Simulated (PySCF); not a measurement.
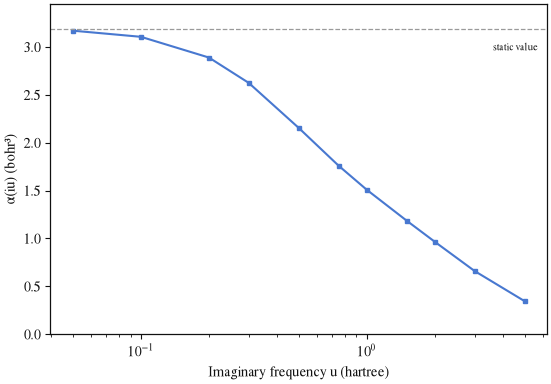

Dipole polarisability at imaginary frequency of an atom or ion with 24 electrons in the configuration [Ar] 3d⁶. Coupled response at the PBE level; PySCF, def2-TZVPPD, non-relativistic, unrestricted single determinants, no spin-orbit coupling.

> Which species is it, and what does the curve give?

Fe²⁺. The static dipole polarisability is 3.19 bohr³; α(iu) falls to half of it near u = 0.90 hartree. The Casimir–Polder integral gives C₆ = 7.89 hartree bohr⁶ for two such species.
